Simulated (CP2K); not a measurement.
## How far to go with shifted k-point meshes: CsCaH₃ (P4mm, 5 atoms in the cell)

```yaml
crystal:
  lattice:
    - [4.59808, 0.00000, 0.00000]
    - [0.00000, 4.59808, 0.00000]
    - [0.00000, 0.00000, 4.59808]
  atoms:
    - { symbol: Cs, position: [0.00000, 0.00000, 0.01087] }
    - { symbol: Ca, position: [0.50000, 0.50000, 0.50000] }
    - { symbol: H, position: [0.50000, 0.00000, 0.50000] }
    - { symbol: H, position: [0.00000, 0.50000, 0.50000] }
    - { symbol: H, position: [0.50000, 0.50000, 0.00000] }
```

Method of the run: LDA (Pade form), GPW, DZVP-MOLOPT-SR-GTH basis, GTH-PADE potentials (GTH_POTENTIALS) in CP2K.

Base settings: CUTOFF = 500 Ry; REL_CUTOFF = 40 Ry; KPOINTS/SCHEME = MONKHORST-PACK 3 3 3; XC_FUNCTIONAL = PADE; Cs/BASIS_SET = DZVP-MOLOPT-SR-GTH-q9; Cs/POTENTIAL = GTH-PADE-q9; Ca/BASIS_SET = DZVP-MOLOPT-SR-GTH-q10; Ca/POTENTIAL = GTH-PADE-q10; H/BASIS_SET = DZVP-MOLOPT-SR-GTH-q1; H/POTENTIAL = GTH-PADE-q1.

Shifted meshes do not hold Γ, so a gap read on them misses any band edge there.

Only quantities that move along the ladder and can be compared are tabulated.

The starting cell comes from a database of computed structures (which also holds hypothetical and non-ambient phases and stackings), without a prior relaxation at this level. Its lattice was rescaled by up to half a per cent. One atom was moved a little off its site on purpose. Values carry the incompleteness of an atom-centred basis.

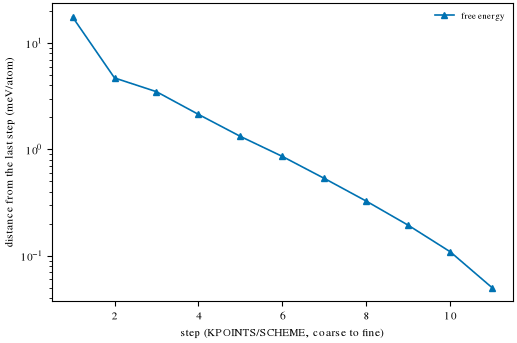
Figure. Distance from the last step along the ladder; very small values are drawn at a floor.

```csv
KPOINTS/SCHEME,free energy less the last step's (meV/atom),pressure (GPa),largest difference of a force vector from the last step's (eV/Å),gap on the mesh (eV)
MACDONALD 1 1 1 0.5 0.5 0.5,17.60,-8.15,0.131,4.802
MONKHORST-PACK 2 2 2,-4.70,-2.74,0.005,4.243
MACDONALD 3 3 3 0.1666666667 0.1666666667 0.1666666667,-3.49,-2.65,0.004,3.301
MONKHORST-PACK 4 4 4,-2.14,-2.64,0.002,3.487
MACDONALD 5 5 5 0.1 0.1 0.1,-1.33,-2.64,0.002,2.928
MONKHORST-PACK 6 6 6,-0.86,-2.64,0.001,3.104
MACDONALD 7 7 7 0.07142857143 0.07142857143 0.07142857143,-0.53,-2.64,0.001,2.818
MONKHORST-PACK 8 8 8,-0.33,-2.64,0.000,2.939
MACDONALD 9 9 9 0.05555555556 0.05555555556 0.05555555556,-0.19,-2.64,0.000,2.772
MONKHORST-PACK 10 10 10,-0.11,-2.64,0.000,2.857
MONKHORST-PACK 12 12 12,-0.02,-2.64,0.000,2.810
MACDONALD 13 13 13 0.03846153846 0.03846153846 0.03846153846,0.00,-2.64,0.000,2.735
```

Coarsest KPOINTS/SCHEME that holds the free energy within 1 meV/atom of the last step, with all finer ones: MONKHORST-PACK 6 6 6; the step before is off by 1.3 meV/atom.

Coarsest KPOINTS/SCHEME that holds the pressure within 0.5 GPa of the last step, with all finer ones: MONKHORST-PACK 2 2 2; the step before is off by 5.5 GPa.

The gap on the mesh jumps up and down from mesh to mesh; it is no smooth measure of convergence.
